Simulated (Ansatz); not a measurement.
```xyz
7

Al   -1.5304    0.4240   -1.5046
Cl   -3.3005   -0.4142   -0.8432
Ga   -0.1060   -0.8965    1.4875
O    -0.1980    0.0965   -0.3065
H    -1.0950    1.2443   -2.7535
H     0.6706    0.4671   -0.5553
H    -1.6002   -1.4615    1.7762
```

Geometry: B3LYP/6-31G*.

Computed with isolated molecule in a Gaussian basis; Kohn-Sham density functional theory, functional PBE0 in Ansatz.

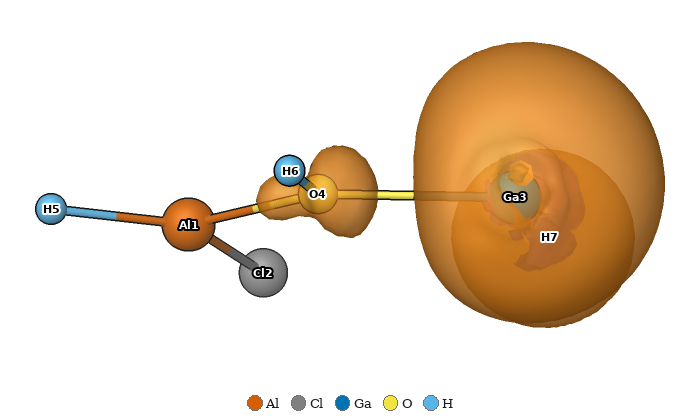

AlClGaH$_{3}$O (SMILES [Cl][AlH][OH+][GaH]) (charge +1, doublet). Isosurfaces of the spin density at +0.02 (orange) and −0.02 e/Å³ (purple), seen from one side.

### Where is the unpaired spin?

The unpaired spin (1 electron) lies mostly on Ga3 (about 0.7) and H7 (about 0.2), in electrons by Hirshfeld's partition.
